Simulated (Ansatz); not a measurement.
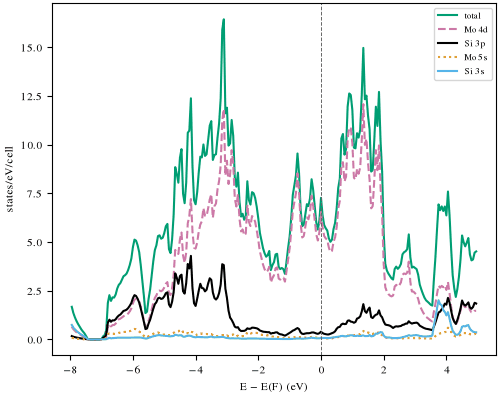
*Total and projected density of states of Si₂Mo₃ in space group P4/mbm (No. 127; Si on 4g, Mo on 2a, Mo on 4h), PBEsol in the plane-wave PAW code Ansatz*

Q: Which orbitals carry the states next to the Fermi level?

A: Within 0.5 eV of the Fermi level: Mo 4d 90 %, Si 3p 5 %. Projections are on Löwdin-orthogonalised atomic valence shells; empty p or d shells of many metals are not among them.

Q: Where is the tallest occupied peak in this window, and what makes it?

A: Near -3.1 eV, about 16 states/eV per cell; the largest projected share is Mo 4d.

The workflow started from a Materials Project entry (that database holds measured and hypothetical structures alike); the Crystallography Open Database copy checked does not list it. Whether it is the stable phase at ambient conditions was not checked. The PBEsol relaxation kept the symmetry of its start; its stability against distortions is not shown here. The run is not spin-polarised. Scalar-relativistic: spin–orbit coupling is off unless named, which matters more the heavier the elements.

Potentials: the later of the program's two PAW sets.
